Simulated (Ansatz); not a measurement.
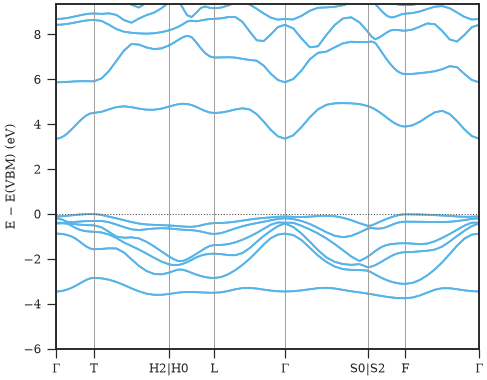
Band structure from r²SCAN+D4 with spin–orbit coupling in the plane-wave PAW code Ansatz

**Question.** Read off the gap and where the band edges lie.

**Answer.** About 3.3 eV (3.35 eV by a search for the band edges); maximum at T, minimum at Γ.

The material is CdBr2 in space group R-3m (No. 166; Cd on 3a, Br on 6c).

The workflow started from a Materials Project entry (that database holds measured and hypothetical structures alike); the Crystallography Open Database files this formula in space group No. 166, but the cells were not matched. Whether it is the stable phase at ambient conditions was not checked. Symmetry was held in the r²SCAN+D4 relaxation; its stability against distortions is not shown here.

Potentials: the later of the program's two PAW sets.
